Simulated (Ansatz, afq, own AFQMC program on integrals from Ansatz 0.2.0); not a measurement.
# AlN (triplet): quantum Monte Carlo beside coupled cluster, aug-cc-pVDZ, part 2 of 2

Ansatz 0.2.0, Gaussian basis, and an in-house AFQMC program (afq) on its integrals; all values are calculated; aug-cc-pVDZ, frozen cores. The steps go on from the part before.

## 9. CCSDT(Q) on UHF

File in.yaml:

```yaml
crystal:
  periodic: [false, false, false]
  atoms:
    - {symbol: Al, position_ang: [0.000000, 0.000000, 0.000000]}
    - {symbol: N, position_ang: [0.000000, 0.000000, 1.789283]}
basis:
  gaussian: {orbitals: aug-cc-pVDZ}
magnetization: {spin_polarized: true, initial_magnetization: 2}
correlation: {method: ccsdt_q, electrons: outside_noble_gas}
```

On the command line:

```
ansatz run in.yaml --threads 1 --pin off --events-out ev --progress --plain --max-ram 1382MiB
```

The program printed (excerpt; [...] marks lines left out):

```text
Functional definition: HF
  name "HF"
  cite "Fock, Z. Phys. 61, 126 (1930) doi:10.1007/BF01340294"
  parent pbe
[...]
839 factors; integrals over basis functions are off by at most 1.3e-7 eV
[...]
mean field -8062.55148842 eV, -296.2933022059 hartree, gradient 1.0e-6 eV, S^2 2.142379; 15 other end points of the search recorded, 0 dependent functions left out
determinant -8062.55148842 eV, -296.2933022059 hartree, with singles and doubles -8067.27988442 eV, -296.4670675537 hartree
determinant -8062.53848836 eV, -296.2928244625 hartree, with singles and doubles -8067.28734217 eV, -296.4673416210 hartree
determinant -8062.13599643 eV, -296.2780331567 hartree, with singles and doubles -8067.29630270 eV, -296.4676709142 hartree
determinant -8059.87275006 eV, -296.1948603867 hartree, with singles and doubles -8063.96692309 eV, -296.3453184703 hartree
determinant -8059.18193428 eV, -296.1694733750 hartree, with singles and doubles -8064.19126230 eV, -296.3535627845 hartree
determinant -8062.55148842 eV, -296.2933022059 hartree, with singles and doubles -8067.28932420 eV, -296.4674144594 hartree
determinant -8062.53848836 eV, -296.2928244625 hartree, with singles and doubles -8067.28976443 eV, -296.4674306375 hartree
determinant -8062.13599643 eV, -296.2780331567 hartree, with singles and doubles -8067.31592718 eV, -296.4683921008 hartree
6 core orbitals not correlated: weight in the atoms' cores, before any rotation towards them, 1.000 or more for the frozen orbitals, at most 0.000 for the correlated occupied ones
reference -8062.13599643 eV, -296.2780331567 hartree; 5, 3 occupied and 39, 41 virtual orbitals, 839 factors
second order -4.23652285 eV of doubles, -0.00000000 eV of singles
cycle   1  -4.73062145 eV  change   -4.9e-1 eV  update   1.0e-1
[...]
cycle  30  -5.45233829 eV  change   -1.4e-7 eV  update   2.5e-7
perturbative correction -0.02916247 eV, -0.0010717009 hartree
Total energy: -8067.61749719 eV, -296.4794745941 hartree
```

Wall time 48 s (1 thread of AMD EPYC 7R43 (Zen 3), shared host); peak memory 0.39 GiB.

From the report: ⟨S²⟩ of the determinant 2.080 (pure triplet: 2.00); correlation -5.4815 eV; T1 0.070; largest double amplitude 0.07.

## 10. Phaseless AFQMC, CISD trial on UHF

It reads the integrals that the CCSD(T) run on this determinant wrote.

On the command line:

```
afq ham --method phaseless --trial cisd --walkers 60 --populations 1 --least-time 40 --time-step 0.005 --steps-per-block 50 --equilibration-blocks 28 --max-blocks 300 --target-error 0.00034 --factor-cut 1e-05 --start spin_pure --seed 6935 --release-times 0.24,0.51,0.99,1.62,2.4 --release-step 0.03 --release-every 4 --taylor-order 6
```

The program printed:

```text
orbitals 44  electrons 5 3  factors 316 of 503
reference energy -296.27803176 Eh
CCSD correlation -0.19035880 Eh in 16 cycles, weight of the determinant in the CISD state 0.8250
energy of the start -296.466700 Eh
 block  time / (1/Eh)  mean weight  energy / Eh
     1     0.250  0.9994  -296.467029
     2     0.500  0.9994  -296.467111
     3     0.750  0.9984  -296.470256
     4     1.000  0.9996  -296.469777
     5     1.250  1.0004  -296.471272
     6     1.500  0.9997  -296.474502
     7     1.750  0.9996  -296.476946
     8     2.000  1.0003  -296.480403
     9     2.250  0.9997  -296.479241
    10     2.500  0.9989  -296.479235
    17     4.250  0.9990  -296.477780
    25     6.250  0.9991  -296.481016
    33     8.250  0.9993  -296.480311
    41    10.250  0.9989  -296.482959
    49    12.250  1.0011  -296.481153
    57    14.250  1.0024  -296.477420
    65    16.250  0.9988  -296.478227
    73    18.250  1.0008  -296.482563
    81    20.250  0.9978  -296.475684
    89    22.250  0.9987  -296.477570
    97    24.250  1.0007  -296.480971
   105    26.250  0.9995  -296.481494
   113    28.250  1.0014  -296.476398
   121    30.250  1.0004  -296.478964
   129    32.250  1.0010  -296.475078
   137    34.250  1.0001  -296.474382
   145    36.250  1.0004  -296.469300
   153    38.250  1.0010  -296.485020
   161    40.250  0.9995  -296.489536
   169    42.250  1.0009  -296.468934
   177    44.250  1.0001  -296.488609
   185    46.250  1.0012  -296.477885
   193    48.250  1.0012  -296.471290
   201    50.250  1.0008  -296.480034
   209    52.250  1.0021  -296.480603
   217    54.250  1.0014  -296.473567
   225    56.250  1.0008  -296.475710
   233    58.250  1.0002  -296.480921
   241    60.250  1.0000  -296.480851
   249    62.250  1.0026  -296.466627
   257    64.250  1.0024  -296.478754
   265    66.250  1.0004  -296.473440
   273    68.250  1.0001  -296.471627
   281    70.250  0.9996  -296.493567
   289    72.250  0.9996  -296.478090
   297    74.250  1.0006  -296.474046
   305    76.250  1.0001  -296.476975
   313    78.250  1.0010  -296.475380
   321    80.250  1.0023  -296.475380
blocks merged  error / Eh  count
     1  0.000284  300
     2  0.000340  150
     4  0.000404  75
     8  0.000392  37
    16  0.000411  18
    32  0.000417  9
released: time / (1/Eh)  energy / Eh  error  mean overlap
  0.24  -296.477849  0.000570  0.9945
  0.51  -296.478273  0.000473  0.9957
  0.99  -296.478723  0.000494  0.9900
  1.62  -296.478264  0.000669  1.0008
  2.40  -296.479270  0.000937  0.9775
energy -296.477504 +/- 0.000411 Eh
```

Wall time 10 min (1 thread of AMD EPYC 7R43 (Zen 3), shared host); peak memory 0.27 GiB.

Energy -8067.5639 ± 0.0112 eV. Caveats: constraint bias not in the error.

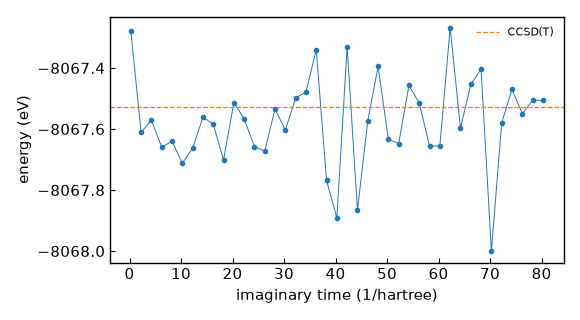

Block energies along the walk.

## 11. Phaseless AFQMC, single-determinant trial on UHF

It reads the integrals that the CCSD(T) run on this determinant wrote.

On the command line:

```
afq ham --method phaseless --trial hf --walkers 120 --populations 1 --least-time 40 --time-step 0.005 --steps-per-block 20 --equilibration-blocks 112 --max-blocks 600 --target-error 0.00102 --factor-cut 1e-05 --start spin_pure --seed 8116 --taylor-order 6
```

The program printed:

```text
orbitals 44  electrons 5 3  factors 316 of 503
reference energy -296.27803176 Eh
CCSD correlation -0.19035880 Eh in 16 cycles, weight of the determinant in the CISD state 0.8250
energy of the start -296.279692 Eh
 block  time / (1/Eh)  mean weight  energy / Eh
     1     0.100  1.0006  -296.318333
     2     0.200  1.0006  -296.350930
     3     0.300  1.0020  -296.372811
     4     0.400  1.0013  -296.395027
     5     0.500  1.0015  -296.406420
     6     0.600  1.0018  -296.409074
     7     0.700  0.9996  -296.405595
     8     0.800  0.9994  -296.418737
     9     0.900  1.0003  -296.421402
    10     1.000  1.0011  -296.435669
    18     1.800  0.9995  -296.455137
    35     3.500  1.0016  -296.449709
    52     5.200  0.9994  -296.486685
    69     6.900  1.0001  -296.463272
    86     8.600  1.0016  -296.475824
   103    10.300  1.0000  -296.474133
   120    12.000  1.0011  -296.478763
   137    13.700  0.9988  -296.450433
   154    15.400  1.0001  -296.459082
   171    17.100  1.0005  -296.472710
   188    18.800  1.0001  -296.468018
   205    20.500  1.0002  -296.464650
   222    22.200  0.9995  -296.440648
   239    23.900  1.0002  -296.478457
   256    25.600  1.0000  -296.508418
   273    27.300  1.0005  -296.449028
   290    29.000  0.9991  -296.456072
   307    30.700  1.0007  -296.474909
   324    32.400  0.9998  -296.460569
   341    34.100  1.0018  -296.449559
   358    35.800  0.9987  -296.464773
   375    37.500  1.0003  -296.456084
   392    39.200  0.9999  -296.488317
   409    40.900  0.9989  -296.504973
   426    42.600  0.9995  -296.472957
   443    44.300  0.9996  -296.478609
   460    46.000  0.9991  -296.443087
   477    47.700  0.9988  -296.465113
   494    49.400  0.9999  -296.476230
   511    51.100  0.9991  -296.444343
   528    52.800  1.0009  -296.462352
   545    54.500  1.0000  -296.463921
   562    56.200  0.9997  -296.443129
   579    57.900  0.9929  -296.484417
   596    59.600  0.9996  -296.503099
   613    61.300  0.9993  -296.502157
   630    63.000  0.9986  -296.466559
   647    64.700  0.9989  -296.470458
   664    66.400  1.0000  -296.535058
   681    68.100  0.9975  -296.484795
   698    69.800  1.0010  -296.458440
blocks merged  error / Eh  count
     1  0.000907  600
     2  0.001188  300
     4  0.001551  150
     8  0.001987  75
    16  0.002490  37
    32  0.002688  18
    64  0.002525  9
energy -296.474660 +/- 0.002688 Eh
```

It took 6.9 min on 1 thread of AMD EPYC 7R43 (Zen 3), shared host; peak memory 0.27 GiB.

Energy -8067.4865 ± 0.0731 eV. Caveats: constraint bias not in the error; error above the target.

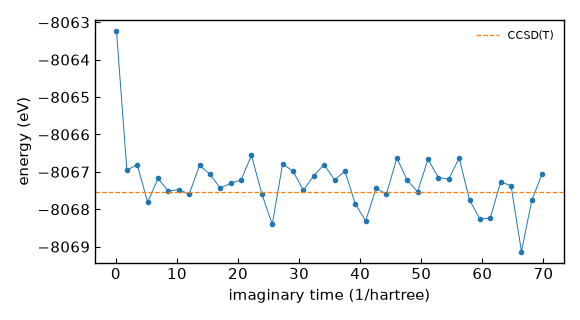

Block energies along the walk.

## 12. Free-projection AFQMC, CISD trial on UHF

It reads the integrals that the CCSD(T) run on this determinant wrote.

On the command line:

```
afq ham --method free --trial cisd --walkers 60 --time-step 0.03 --max-blocks 80 --target-error 0.00034 --factor-cut 1e-05 --seed 6550 --times 0,0.3,0.6,1.2,1.8,2.4,3.6,4.8,6 --taylor-order 8
```

The program printed:

```text
orbitals 44  electrons 5 3  factors 316 of 503
reference energy -296.27803176 Eh
CCSD correlation -0.19035880 Eh in 16 cycles, weight of the determinant in the CISD state 0.8250
repeat  energy at the last time / Eh  error
    10  -296.483238  0.004207
    20  -296.479064  0.002323
    30  -296.477568  0.001633
    40  -296.477968  0.001368
    50  -296.478398  0.001201
    60  -296.477726  0.001038
    70  -296.477730  0.000969
    80  -296.477981  0.000900
time / (1/Eh)  energy / Eh  error  mean overlap
  0.00  -296.468714  0.000236  1.2129
  0.30  -296.473656  0.000293  1.2069
  0.60  -296.476045  0.000345  1.2006
  1.20  -296.477664  0.000396  1.2107
  1.80  -296.477881  0.000473  1.2272
  2.40  -296.478062  0.000398  1.2442
  3.60  -296.478394  0.000687  1.2341
  4.80  -296.479474  0.000843  1.2413
  6.00  -296.477981  0.000900  1.2323
energy -296.477981 +/- 0.000900 Eh
```

Wall time 12 min (1 thread of AMD EPYC 7R43 (Zen 3), shared host); peak memory 0.28 GiB.

Energy -8067.5768 ± 0.0245 eV. Caveats: remainder of the start not in the error; error above the target.

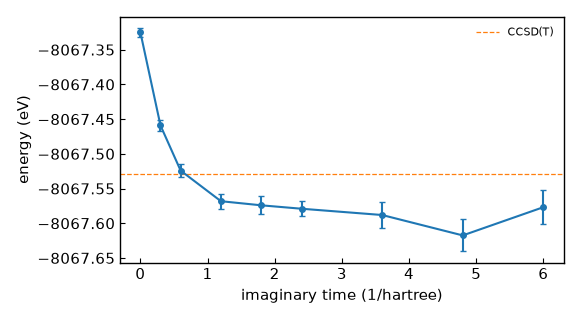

Energy against projection time, with error bars.

## 13. All levels side by side

On the UHF determinant, counted from CCSDT(Q) (a yardstick, not exact):

| level | energy (eV) | from CCSDT(Q) (kJ/mol) | statistical error (kJ/mol) | time |
| --- | --- | --- | --- | --- |
| HF | -8062.1360 | +528.9 |  |  |
| MP2 | -8066.3725 | +120.1 |  |  |
| CCSD | -8067.3159 | +29.1 |  |  |
| CCSD(T) | -8067.5290 | +8.5 |  |  |
| CCSDT(Q) | -8067.6175 | 0.0 |  |  |
| Phaseless AFQMC, CISD trial, step 0.005, 60 walkers | -8067.5639 | +5.2 | 1.1 | 10 min |
| Phaseless AFQMC, single-determinant trial, step 0.005, 120 walkers | -8067.4865 | +12.6 | 7.1 | 6.9 min |
| Free-projection AFQMC, CISD trial, step 0.03, 60 walkers | -8067.5768 | +3.9 | 2.4 | 12 min |

The functionals' totals stand on their own zeros and serve differences with other points: PBE -8077.710 eV; r2SCAN -8081.504 eV; PBE0 -8078.186 eV; B3LYP -8083.678 eV; wB97M-V -8082.315 eV; B2PLYP -8078.453 eV.

## 14. What came out

This closing draws on all 2 parts.

| quantity | value |
| --- | --- |
| CCSD(T) on UHF from CCSDT(Q) | +8.5 kJ/mol |
| Phaseless AFQMC, CISD trial on UHF from CCSDT(Q) | +5.2 ± 1.1 kJ/mol |
| Phaseless AFQMC, single-determinant trial on UHF from CCSDT(Q) | +12.6 ± 7.1 kJ/mol |
| Free-projection AFQMC, CISD trial on UHF from CCSDT(Q) | +3.9 ± 2.4 kJ/mol |

On UHF the phaseless walk with the CISD trial lies +5.2 kJ/mol from CCSDT(Q), 5 times its error bar. Free projection has no constraint; at the last time it gives +3.9 ± 2.4 kJ/mol, and from a start that isn't spin pure other spins can mix in. Error bars are statistical and leave out the constraint, the time step and what remains of the start.
